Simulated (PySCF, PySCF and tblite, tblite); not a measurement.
# 1,2-difluoroethane (C2H4F2): conformers and averaged spectra

Which conformers does 1,2-difluoroethane (C2H4F2) (`FCCF`) populate, and what do their averaged NMR parameters look like?

Programs: PySCF 2.14.0 with density-fitted response routines of our own, and tblite 0.8.0. All values are computed, except where a source is named. Atoms count from 0 throughout.

## Step 1: The molecule as given

8 atoms, charge 0, multiplicity 1; geometry from: MMFF94s geometry.

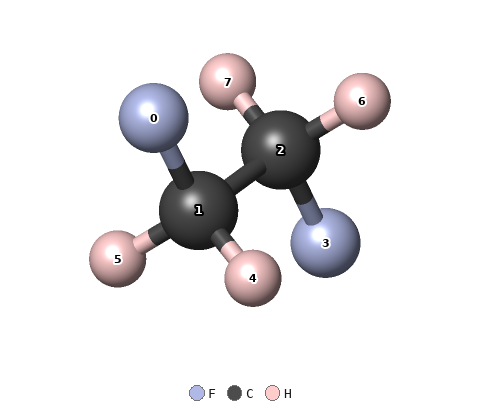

The starting geometry (fluorine light blue, carbon dark grey, hydrogen pink), atoms numbered.

## Step 2: GFN2-xTB relaxation, conformer 1

What the job is given:

```
{"job": {"xc": "GFN2-xTB", "basis": "xTB", "kind": "relax"}, "charge": 0, "multiplicity": 1}
F      1.385600    -0.949600     0.551400
C      0.741600     0.111400    -0.040100
C     -0.738200    -0.110900     0.030200
F     -1.378700     0.953900    -0.564300
H      1.032200     1.018100     0.506800
H      1.087400     0.189800    -1.067200
H     -1.092700    -0.187800     1.057300
H     -1.028100    -1.015500    -0.498600
```

The run is started by

```sh
OMP_NUM_THREADS=1 python ens_run.py task.json out
```

One launch serves the whole session.

The log of the run:

```text
step      E/eV     max force
  0    -429.35210    0.805
  1    -429.36470    0.236
  2    -429.36724    0.140
  3    -429.36928    0.091
  4    -429.36988    0.063
  5    -429.37033    0.046
  6    -429.37053    0.037
  7    -429.37053    0.037
  8    -429.37059    0.028
  9    -429.37066    0.021
 10    -429.37068    0.011
 11    -429.37069    0.008
 12    -429.37069    0.006
 13    -429.37070    0.007
 14    -429.37070    0.005
 15    -429.37070    0.003
```

Wall time 0.03 s (1 thread of Arm Neoverse V1, shared host).

Gain 0.019 eV; displacement 0.02 Å root mean square.

**GFN2-xTB relaxation, conformer 2**

What the job is given:

```
{"job": {"xc": "GFN2-xTB", "basis": "xTB", "kind": "relax"}, "charge": 0, "multiplicity": 1}
F      1.280000     0.156100     1.156800
C      0.748000     0.004700    -0.100900
C     -0.745500    -0.085400     0.000700
F     -1.258800     1.155800     0.284100
H      1.068200     0.853300    -0.686800
H      1.167500    -0.920300    -0.509500
H     -1.068700    -0.765600     0.783400
H     -1.181600    -0.389200    -0.952300
```

The log of the run:

```text
step      E/eV     max force
  0    -429.30117    0.762
  1    -429.31249    0.221
  2    -429.31545    0.162
  3    -429.31729    0.110
  4    -429.31812    0.100
  5    -429.31931    0.101
  6    -429.32003    0.092
  7    -429.32048    0.064
  8    -429.32085    0.063
  9    -429.32139    0.071
 10    -429.32199    0.086
 11    -429.32243    0.071
 12    -429.32271    0.058
 13    -429.32302    0.058
 14    -429.32340    0.071
 15    -429.32381    0.074
 16    -429.32423    0.066
 17    -429.32472    0.085
 18    -429.32548    0.102
 19    -429.32665    0.102
 20    -429.32780    0.094
 21    -429.32846    0.073
 22    -429.32904    0.070
 23    -429.32938    0.054
 24    -429.32955    0.032
 25    -429.32955    0.032
 26    -429.32960    0.020
 27    -429.32963    0.013
 28    -429.32965    0.011
 29    -429.32966    0.009
 30    -429.32967    0.008
 31    -429.32968    0.005
 32    -429.32968    0.005
 33    -429.32968    0.004
```

It took 0.1 s on 1 thread of Arm Neoverse V1, shared host.

Relaxing gained 0.029 eV and moved the atoms by 0.11 Å on average (rms).

## Step 3: DFT optimisation, start 1: PBE0-D3(BJ)/def2-SVP

What the job is given:

```
{"job": {"kind": "geom", "xc": "PBE0", "basis": "def2-SVP", "d3": "d3bj", "grid": 1, "maxiter": 40}, "charge": 0, "multiplicity": 1}
F      1.395185    -0.944092     0.547004
C      0.754674     0.115742    -0.035090
C     -0.752440    -0.113359     0.029795
F     -1.391278     0.943898    -0.558919
H      1.040184     1.017691     0.515597
H      1.097964     0.180561    -1.072528
H     -1.098317    -0.173069     1.066651
H     -1.036914    -1.017960    -0.517076
```

The log of the run:

```text
step      E/eV     max force
  0     -7559.05570   0.5843
  1     -7559.08166   0.1026
  2     -7559.08200   0.0392
  3     -7559.08192   0.0579
  4     -7559.08227   0.0071
```

Wall time 6.9 s (1 thread of Arm Neoverse V1, shared host); peak memory 0.37 GiB.

The energy fell by 0.027 eV, and the atoms moved 0.02 Å (root mean square).

## Step 4: DFT optimisation, start 2: PBE0-D3(BJ)/def2-SVP

What the job is given:

```
{"job": {"kind": "geom", "xc": "PBE0", "basis": "def2-SVP", "d3": "d3bj", "grid": 1, "maxiter": 40}, "charge": 0, "multiplicity": 1}
F      1.323126     0.023202     1.159222
C      0.759139     0.005660    -0.089434
C     -0.757807    -0.076624     0.001831
F     -1.305588     1.169525     0.158622
H      1.067147     0.925313    -0.596240
H      1.160218    -0.872758    -0.603937
H     -1.061840    -0.674535     0.866427
H     -1.175338    -0.490371    -0.921056
```

The log of the run:

```text
step      E/eV     max force
  0     -7559.04712   0.8287
  1     -7559.09439   0.3958
  2     -7559.09821   0.1143
  3     -7559.10365   0.1930
  4     -7559.10463   0.0548
  5     -7559.10476   0.0066
```

Run time: 8.3 s. Hardware: 1 thread of Arm Neoverse V1, shared host; peak memory 0.37 GiB.

Relaxing gained 0.058 eV and moved the atoms by 0.12 Å on average (rms).

## Step 5: Shieldings, conformer 1: B97-2/pcSseg-2

What the job is given:

```
{"job": {"xc": "B97-2", "basis": "pcSseg-2", "kind": "nmr", "pop": true}, "charge": 0, "multiplicity": 1}
F      1.369572    -0.959898     0.559289
C      0.749370     0.107087    -0.031249
C     -0.747095    -0.104812     0.024955
F     -1.367368     0.963063    -0.563889
H      1.023369     1.033763     0.500848
H      1.082755     0.194821    -1.079124
H     -1.080085    -0.193955     1.072896
H     -1.021459    -1.030658    -0.508291
```

The log of the run:

```text
coarse grid: 6824 points
cycle   1  E = -278.2659872351  dE =  3.021e-01  |g| = 6.347e-01  |ddm| = 1.718e+00
cycle   2  E = -278.1935389675  dE =  7.245e-02  |g| = 9.560e-01  |ddm| = 7.171e-01
cycle   3  E = -278.3244365554  dE = -1.309e-01  |g| = 4.952e-02  |ddm| = 4.470e-01
cycle   4  E = -278.3248233673  dE = -3.868e-04  |g| = 1.552e-02  |ddm| = 2.985e-02
cycle   5  E = -278.3248769096  dE = -5.354e-05  |g| = 4.820e-03  |ddm| = 1.279e-02
cycle   6  E = -278.3248814540  dE = -4.544e-06  |g| = 1.603e-04  |ddm| = 3.004e-03
final grid: 67112 points
cycle   7  E = -278.3204149673  dE = -8.124e-05  |g| = 7.169e-03  |ddm| = 3.325e-02
cycle   8  E = -278.3204100258  dE =  4.941e-06  |g| = 9.252e-03  |ddm| = 6.950e-03
cycle   9  E = -278.3204216343  dE = -1.161e-05  |g| = 8.529e-04  |ddm| = 4.089e-03
cycle  10  E = -278.3204217609  dE = -1.266e-07  |g| = 2.515e-04  |ddm| = 5.437e-04
cycle  11  E = -278.3204217755  dE = -1.462e-08  |g| = 2.139e-05  |ddm| = 1.631e-04
cycle  12  E = -278.3204217756  dE = -5.650e-11  |g| = 1.815e-06  |ddm| = 1.257e-05
converged SCF energy = -278.3204217756

GIAO shielding tensors (ppm)
atom      isotropic    diamagn.    paramagn.     s11        s22        s33       span
  0 F      437.396     466.212     -28.816    408.968    438.638    464.582     55.614
  1 C      101.167     238.871    -137.704     68.972     74.389    160.141     91.168
  2 C      101.167     238.883    -137.715     68.972     74.389    160.140     91.168
  3 F      437.397     466.199     -28.803    408.967    438.639    464.584     55.617
  4 H       26.958      28.724      -1.766     24.182     26.884     29.809      5.627
  5 H       26.958      28.718      -1.761     24.184     26.884     29.805      5.620
  6 H       26.958      28.727      -1.769     24.184     26.886     29.805      5.621
  7 H       26.958      28.726      -1.769     24.182     26.882     29.809      5.627
```

Wall time 12 s (1 thread of Arm Neoverse V1, shared host); peak memory 1 GiB.

In short: HOMO -9.34 eV, LUMO 0.85 eV; dipole 0.00 D.

## Step 6: Single-point energy, conformer 1: B3LYP/def2-TZVP

The job, as its differences from that of step 5:

```diff
@@ -1,2 +1,2 @@
-{"job": {"xc": "B97-2", "basis": "pcSseg-2", "kind": "nmr", "pop": true}, "charge": 0, "multiplicity": 1}
+{"job": {"xc": "B3LYP", "basis": "def2-TZVP", "kind": "sp"}, "charge": 0, "multiplicity": 1}
 F      1.369572    -0.959898     0.559289
```

The log of the run:

```text
coarse grid: 6824 points
cycle   1  E = -278.3566244244  dE =  3.014e-01  |g| = 6.170e-01  |ddm| = 1.918e+00
cycle   2  E = -278.2794494105  dE =  7.718e-02  |g| = 9.728e-01  |ddm| = 8.875e-01
cycle   3  E = -278.4120831632  dE = -1.326e-01  |g| = 5.233e-02  |ddm| = 5.478e-01
cycle   4  E = -278.4125151332  dE = -4.320e-04  |g| = 1.985e-02  |ddm| = 4.087e-02
cycle   5  E = -278.4126038141  dE = -8.868e-05  |g| = 5.152e-03  |ddm| = 1.701e-02
cycle   6  E = -278.4126090487  dE = -5.235e-06  |g| = 1.564e-04  |ddm| = 3.830e-03
final grid: 67112 points
cycle   7  E = -278.4144809679  dE = -4.566e-05  |g| = 6.098e-03  |ddm| = 2.704e-02
cycle   8  E = -278.4144737261  dE =  7.242e-06  |g| = 9.070e-03  |ddm| = 7.114e-03
cycle   9  E = -278.4144876485  dE = -1.392e-05  |g| = 7.689e-04  |ddm| = 4.272e-03
cycle  10  E = -278.4144877353  dE = -8.680e-08  |g| = 2.282e-04  |ddm| = 6.744e-04
cycle  11  E = -278.4144877455  dE = -1.017e-08  |g| = 2.330e-05  |ddm| = 1.751e-04
cycle  12  E = -278.4144877456  dE = -8.083e-11  |g| = 2.141e-06  |ddm| = 1.854e-05
converged SCF energy = -278.4144877456
```

It took 3 s on 1 thread of Arm Neoverse V1, shared host; peak memory 0.63 GiB.

Key values: HOMO -9.36 eV, LUMO 1.02 eV; dipole 0.00 D.

## Step 7: Shieldings, conformer 2: B97-2/pcSseg-2

What the job is given:

```
{"job": {"xc": "B97-2", "basis": "pcSseg-2", "kind": "nmr", "pop": false}, "charge": 0, "multiplicity": 1}
F      1.296448     0.171729     1.170619
C      0.749730     0.002660    -0.072145
C     -0.748229    -0.059138     0.000485
F     -1.277391     1.164631     0.307223
H      1.057491     0.843852    -0.717244
H      1.131395    -0.936552    -0.510981
H     -1.054349    -0.786238     0.772519
H     -1.146038    -0.391533    -0.975041
```

The log of the run:

```text
coarse grid: 6824 points
cycle   1  E = -278.2606509145  dE =  3.162e-01  |g| = 6.602e-01  |ddm| = 1.712e+00
cycle   2  E = -278.1658403488  dE =  9.481e-02  |g| = 1.046e+00  |ddm| = 9.025e-01
cycle   3  E = -278.3263443125  dE = -1.605e-01  |g| = 5.022e-02  |ddm| = 5.813e-01
cycle   4  E = -278.3267360042  dE = -3.917e-04  |g| = 1.655e-02  |ddm| = 3.085e-02
cycle   5  E = -278.3267956483  dE = -5.964e-05  |g| = 5.597e-03  |ddm| = 1.372e-02
cycle   6  E = -278.3268019272  dE = -6.279e-06  |g| = 2.991e-04  |ddm| = 4.181e-03
final grid: 67112 points
cycle   7  E = -278.3220409278  dE = -8.094e-05  |g| = 6.970e-03  |ddm| = 2.988e-02
cycle   8  E = -278.3220356133  dE =  5.315e-06  |g| = 9.151e-03  |ddm| = 7.737e-03
cycle   9  E = -278.3220473126  dE = -1.170e-05  |g| = 9.008e-04  |ddm| = 4.726e-03
cycle  10  E = -278.3220474498  dE = -1.372e-07  |g| = 2.701e-04  |ddm| = 5.556e-04
cycle  11  E = -278.3220474667  dE = -1.685e-08  |g| = 3.145e-05  |ddm| = 1.914e-04
cycle  12  E = -278.3220474668  dE = -1.573e-10  |g| = 3.431e-06  |ddm| = 2.452e-05
converged SCF energy = -278.3220474668

GIAO shielding tensors (ppm)
atom      isotropic    diamagn.    paramagn.     s11        s22        s33       span
  0 F      418.316     466.532     -48.215    382.678    418.466    453.806     71.128
  1 C       97.411     238.416    -141.005     66.654     80.705    144.875     78.221
  2 C       97.418     238.421    -141.003     66.664     80.721    144.870     78.206
  3 F      418.347     466.520     -48.173    382.739    418.468    453.835     71.096
  4 H       26.710      28.567      -1.857     22.994     26.354     30.782      7.789
  5 H       27.131      28.804      -1.673     23.282     27.181     30.931      7.649
  6 H       26.710      28.576      -1.866     22.993     26.355     30.783      7.790
  7 H       27.131      28.803      -1.672     23.281     27.181     30.930      7.650
```

It took 10 s on 1 thread of Arm Neoverse V1, shared host; peak memory 1 GiB.

This run: HOMO -9.26 eV, LUMO 0.65 eV; dipole 2.62 D.

## Step 8: Single-point energy, conformer 2: B3LYP/def2-TZVP

The job, as its differences from that of step 7:

```diff
@@ -1,2 +1,2 @@
-{"job": {"xc": "B97-2", "basis": "pcSseg-2", "kind": "nmr", "pop": false}, "charge": 0, "multiplicity": 1}
+{"job": {"xc": "B3LYP", "basis": "def2-TZVP", "kind": "sp"}, "charge": 0, "multiplicity": 1}
 F      1.296448     0.171729     1.170619
```

The log of the run:

```text
coarse grid: 6824 points
cycle   1  E = -278.3515707468  dE =  3.149e-01  |g| = 6.419e-01  |ddm| = 1.920e+00
cycle   2  E = -278.2514899898  dE =  1.001e-01  |g| = 1.063e+00  |ddm| = 1.251e+00
cycle   3  E = -278.4137915343  dE = -1.623e-01  |g| = 5.294e-02  |ddm| = 8.104e-01
cycle   4  E = -278.4142275718  dE = -4.360e-04  |g| = 2.115e-02  |ddm| = 4.561e-02
cycle   5  E = -278.4143273666  dE = -9.979e-05  |g| = 6.016e-03  |ddm| = 1.880e-02
cycle   6  E = -278.4143346286  dE = -7.262e-06  |g| = 3.163e-04  |ddm| = 5.688e-03
final grid: 67112 points
cycle   7  E = -278.4160361177  dE = -4.486e-05  |g| = 6.464e-03  |ddm| = 2.667e-02
cycle   8  E = -278.4160274427  dE =  8.675e-06  |g| = 9.819e-03  |ddm| = 7.647e-03
cycle   9  E = -278.4160435170  dE = -1.607e-05  |g| = 8.290e-04  |ddm| = 4.805e-03
cycle  10  E = -278.4160436245  dE = -1.074e-07  |g| = 2.478e-04  |ddm| = 9.236e-04
cycle  11  E = -278.4160436366  dE = -1.209e-08  |g| = 2.418e-05  |ddm| = 2.222e-04
cycle  12  E = -278.4160436366  dE = -8.629e-11  |g| = 2.998e-06  |ddm| = 2.029e-05
converged SCF energy = -278.4160436366
```

Run time: 2.9 s. Hardware: 1 thread of Arm Neoverse V1, shared host; peak memory 0.63 GiB.

In short: HOMO -9.28 eV, LUMO 1.01 eV; dipole 2.56 D.

[end of part 1 of 2]
